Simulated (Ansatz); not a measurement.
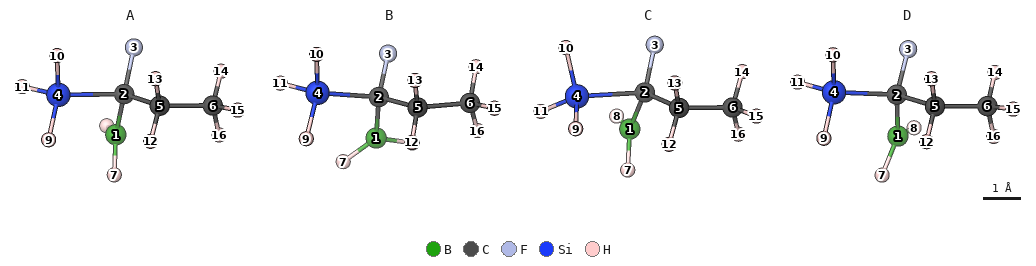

4 geometries from one relaxation of C3H10BFSi, in shuffled order. The picture is a ball-and-stick view, seen from a free direction.

The run prepares the start of a later molecular dynamics calculation, from a guessed geometry.

All numbers below come from RKS PBE0/STO-3G (Ansatz). (no spin polarisation; force threshold 0.02 eV/Å; at most 40 steps)

### Put them in the order of the run, from the start to the converged end.

B, D, A, C. They are steps 0, 5, 11, 23, at +18.9 kcal/mol, +4.19 kcal/mol, +0.62 kcal/mol relative to the last. After 22 accepted moves (23 points after the start) the energy has fallen by 18.9 kcal/mol. Largest force component: 2.7 eV/Å at the start, 0.012 eV/Å at the end. The line search rejected the trial step at point 10 of the run. The atom that moves furthest after the best rigid fit is H8 (1.73 Å). By element the largest moves are H 1.73 Å, F 0.38 Å, B 0.29 Å, Si 0.26 Å, C 0.24 Å. Some distances before and after: B1–Si4 2.832 → 2.453 Å, C2–Si4 1.911 → 2.002 Å, Si4–H11 1.536 → 1.447 Å, B1–H8 1.234 → 1.170 Å. Among the angles between lasting bonds that change: B1–C2–Si4 108.6° → 87.0°, B1–C2–F3 108.9° → 119.2°, C2–Si4–H11 105.8° → 115.6°. Groups turn about B1–C2 by about 80°, C2–Si4 by about 35°.

Limits of the set-up: STO-3G is a minimal basis, so the numbers are rough.
